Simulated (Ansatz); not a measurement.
**BH5S (B(H2S)H3): levels of theory compared**

Aim: a comparison of 6 runs (B3LYP/STO-3G, BHLYP/STO-3G, UPBE/STO-3G, wB97M-V/STO-3G, CCSDT(Q)/STO-3G, CCSD(T)/STO-3G) of BH5S (B(H2S)H3). 

The results are computed with Ansatz 0.2.0.

43 further runs of the same task are left out: 43 set aside as unsound or not needed.

**1. The molecule**

BH5S has 7 atoms, charge 0, and is taken as a singlet. As SMILES, `[H]B([H])([H])<-S`. The S2–B1 distance was set to 4.079 Å, away from the relaxed value. At this shape a bond of the SMILES string is far longer than usual.

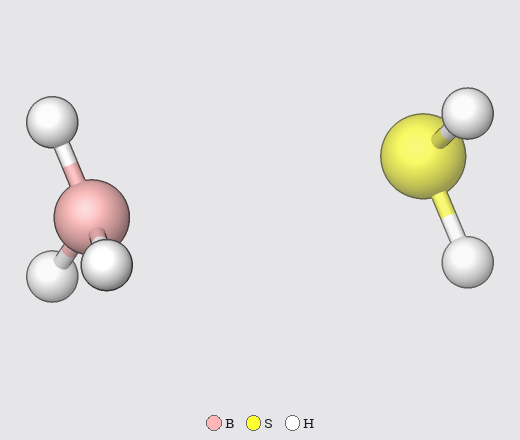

The structure, seen from a chosen angle (boron pink, sulfur yellow, hydrogen white).

**2. A single-point energy at B3LYP/STO-3G (run 1)**

Contents of job.yaml:

```yaml
crystal:
  periodic: [false, false, false]
  atoms:
    - {symbol: B, position_ang: [0.121210, -0.203170, -2.856653]}
    - {symbol: S, position_ang: [0.134050, -0.231310, 1.222430]}
    - {symbol: H, position_ang: [0.506250, 1.037510, 1.415020]}
    - {symbol: H, position_ang: [-1.154430, 0.067690, 1.414850]}
    - {symbol: H, position_ang: [1.273770, -0.202910, -3.115183]}
    - {symbol: H, position_ang: [-0.459420, 0.793640, -3.121323]}
    - {symbol: H, position_ang: [-0.447120, -1.205180, -3.117393]}
basis:
  gaussian:
    orbitals: STO-3G
hamiltonian:
  xc: {name: B3LYP}
accuracy: high
```

Started as:

```
$ ansatz run job.yaml --threads 1 --pin off --max-ram 2610MiB --events-out events.jsonl --progress --plain --runs-dir runs
```

Log:

```text
Warning: RAYON_NUM_THREADS=1 ignored (pool sized by the plan → 1); use --threads N
Functional definition: B3LYP
  name "B3LYP"
  parameter a0 = 0.2
  parameter ax = 0.72
  parameter ac = 0.81
  exchange = (1 - a0 - ax)*slater_x + ax*b88_x + a0*exact_x
  correlation = (1 - ac)*vwn_rpa_c + ac*lyp_c
302 factors; integrals over basis functions are off by at most 1.3e-8 eV
mean field evaluation 1: about -11461.9868 eV, gradient 8.9e0 eV
mean field evaluation 2: about -11462.2110 eV, gradient 5.0e0 eV
mean field evaluation 4: about -11462.3043 eV, gradient 2.5e-1 eV
mean field evaluation 8: about -11462.2568 eV, gradient 4.0e-4 eV
mean field evaluation 16: about -11462.2568 eV, gradient 4.8e-9 eV
mean field -11462.25679871 eV, -421.2301679559 hartree, gradient 4.8e-9 eV, S^2 0.000000; 0 other end points of the search recorded, 0 dependent functions left out
reference -11462.25683149 eV, -421.2301691605 hartree; 13, 13 occupied and 6, 6 virtual orbitals, 302 factors
Total energy: -11462.25683149 eV, -421.2301691605 hartree
```

Run time: 1 s. Hardware: 1 thread of Arm Neoverse V2, shared host; peak memory 0.097 GiB.

**3. The energy at BHLYP/STO-3G (run 2)**

Contents of molecule.yaml:

```yaml
crystal:
  periodic: [false, false, false]
  atoms:
    - {symbol: B, position_ang: [0.121210, -0.203170, -2.856653]}
    - {symbol: S, position_ang: [0.134050, -0.231310, 1.222430]}
    - {symbol: H, position_ang: [0.506250, 1.037510, 1.415020]}
    - {symbol: H, position_ang: [-1.154430, 0.067690, 1.414850]}
    - {symbol: H, position_ang: [1.273770, -0.202910, -3.115183]}
    - {symbol: H, position_ang: [-0.459420, 0.793640, -3.121323]}
    - {symbol: H, position_ang: [-0.447120, -1.205180, -3.117393]}
basis:
  gaussian: {orbitals: STO-3G}
hamiltonian: {xc: {name: BHLYP}}
accuracy: high
```

Started as:

```
$ ansatz run molecule.yaml --threads 1 --pin off --max-ram 2610MiB --events-out events.jsonl --progress --plain --runs-dir runs
```

Log:

```text
Warning: RAYON_NUM_THREADS=1 ignored (pool sized by the plan → 1); use --threads N
Functional definition: BHLYP
  name "BHLYP"
  parameter a = 0.5
  exchange = (1 - a)*b88_x + a*exact_x
  correlation = lyp_c
302 factors; integrals over basis functions are off by at most 1.3e-8 eV
mean field evaluation 1: about -11461.2259 eV, gradient 1.1e1 eV
mean field evaluation 2: about -11461.7284 eV, gradient 3.3e0 eV
mean field evaluation 4: about -11461.7711 eV, gradient 3.1e-2 eV
mean field evaluation 8: about -11461.7442 eV, gradient 2.2e-4 eV
mean field -11461.74415637 eV, -421.2113286973 hartree, gradient 1.7e-8 eV, S^2 0.000000; 0 other end points of the search recorded, 0 dependent functions left out
reference -11461.74417885 eV, -421.2113295234 hartree; 13, 13 occupied and 6, 6 virtual orbitals, 302 factors
Total energy: -11461.74417885 eV, -421.2113295234 hartree
```

Run time: 0.98 s. Hardware: 1 thread of Arm Neoverse V2, shared host; peak memory 0.097 GiB.

Runs 3 to 5 aren't shown in full; the table further down has their settings and results.

**4. The energy at CCSD(T)/STO-3G (run 6)**

Contents of run.yaml:

```yaml
crystal:
  periodic: [false, false, false]
  atoms:
    - {symbol: B, position_ang: [0.121210, -0.203170, -2.856653]}
    - {symbol: S, position_ang: [0.134050, -0.231310, 1.222430]}
    - {symbol: H, position_ang: [0.506250, 1.037510, 1.415020]}
    - {symbol: H, position_ang: [-1.154430, 0.067690, 1.414850]}
    - {symbol: H, position_ang: [1.273770, -0.202910, -3.115183]}
    - {symbol: H, position_ang: [-0.459420, 0.793640, -3.121323]}
    - {symbol: H, position_ang: [-0.447120, -1.205180, -3.117393]}
basis:
  gaussian: {orbitals: STO-3G}
correlation: {method: ccsd_t, frozen_orbitals: {B: 1, H: 0, S: 5}}
accuracy: high
scf: {omitted_lower_state_checks: [cluster_reference, increment]}
```

Started as:

```
$ ansatz run run.yaml --threads 1 --pin off --max-ram 2610MiB --events-out events.jsonl --progress --plain --runs-dir runs
```

Log:

```text
Warning: RAYON_NUM_THREADS=1 ignored (pool sized by the plan → 1); use --threads N
Functional definition: HF
  name "HF"
  exchange = exact_x
  correlation = 0
these checks for a lower state are left out or cut short: cluster_reference, increment
302 factors; integrals over basis functions are off by at most 1.3e-8 eV
mean field evaluation 1: about -11437.5828 eV, gradient 1.5e1 eV
mean field evaluation 2: about -11437.5908 eV, gradient 1.5e1 eV
mean field evaluation 4: about -11438.6720 eV, gradient 5.6e-1 eV
mean field evaluation 8: about -11438.6728 eV, gradient 8.4e-7 eV
mean field -11438.67282811 eV, -420.3634730223 hartree, gradient 4.6e-8 eV, S^2 0.000000; 0 other end points of the search recorded, 0 dependent functions left out
6 core orbitals not correlated: weight in the atoms' cores, before any rotation towards them, 1.000 or more for the frozen orbitals, at most 0.000 for the correlated occupied ones
reference -11438.67282811 eV, -420.3634730223 hartree; 7, 7 occupied and 6, 6 virtual orbitals, 302 factors
second order -1.77449377 eV of doubles, -0.00000000 eV of singles
cycle   1  -2.32002334 eV  change   -5.5e-1 eV  update   5.7e-2
cycle   2  -2.60401649 eV  change   -2.8e-1 eV  update   2.1e-2
cycle   3  -2.60809993 eV  change   -4.1e-3 eV  update   2.8e-3
cycle   4  -2.60869557 eV  change   -6.0e-4 eV  update   6.7e-4
cycle   5  -2.60871952 eV  change   -2.4e-5 eV  update   2.9e-4
cycle   6  -2.60855210 eV  change    1.7e-4 eV  update   4.1e-5
cycle   7  -2.60854999 eV  change    2.1e-6 eV  update   1.4e-5
cycle   8  -2.60856107 eV  change   -1.1e-5 eV  update   4.3e-6
cycle   9  -2.60855883 eV  change    2.2e-6 eV  update   1.0e-6
cycle  10  -2.60855890 eV  change   -6.7e-8 eV  update   3.4e-7
cycle  11  -2.60855862 eV  change    2.7e-7 eV  update   1.7e-7
cycle  12  -2.60855878 eV  change   -1.6e-7 eV  update   7.8e-8
cycle  13  -2.60855885 eV  change   -6.8e-8 eV  update   2.7e-8
cycle  14  -2.60855883 eV  change    1.2e-8 eV  update   1.4e-8
cycle  15  -2.60855805 eV  change    7.9e-7 eV  update   9.1e-8
cycle  16  -2.60855770 eV  change    3.5e-7 eV  update   3.1e-8
cycle  17  -2.60855768 eV  change    1.9e-8 eV  update   6.0e-9
cycle  18  -2.60855768 eV  change  -2.7e-10 eV  update   1.6e-9
perturbative correction -0.00717610 eV, -0.0002637167 hartree
Total energy: -11441.28856189 eV, -420.4595994655 hartree
Checks for a lower state left out: cluster_reference, increment
```

Run time: 0.12 s. Hardware: 1 thread of Arm Neoverse V2, shared host.

**5. All runs side by side**

| run | level | frozen core orbitals | energy (Eh) | wall time |
| --- | --- | --- | --- | --- |
| 1 | B3LYP/STO-3G | – | -421.230169 | 1 s |
| 2 | BHLYP/STO-3G | – | -421.211330 | 0.98 s |
| 3 | UPBE/STO-3G | – | -420.964799 | 1.7 s |
| 4 | wB97M-V/STO-3G | – | -421.226466 | 17 s |
| 5 | CCSDT(Q)/STO-3G | 6 | -420.459742 | 0.26 s |
| 6 | CCSD(T)/STO-3G | 6 | -420.459599 | 0.12 s |

**6. Results**

| quantity | value |
| --- | --- |
| run 6: total energy | -420.45960 Eh |
| run 6: correlation energy (6 core orbitals frozen) | -96.1 mEh |
| run 6: (T) correction | -0.26 mEh |
| run 6: T1 diagnostic | 0.004 |

**Reading.** Totals of different functionals can't be ranked against each other. In runs 1, 2, 3, 4, 5, 6 the basis is minimal, so the values are rough. All runs together took 21 s, the longest 17 s.
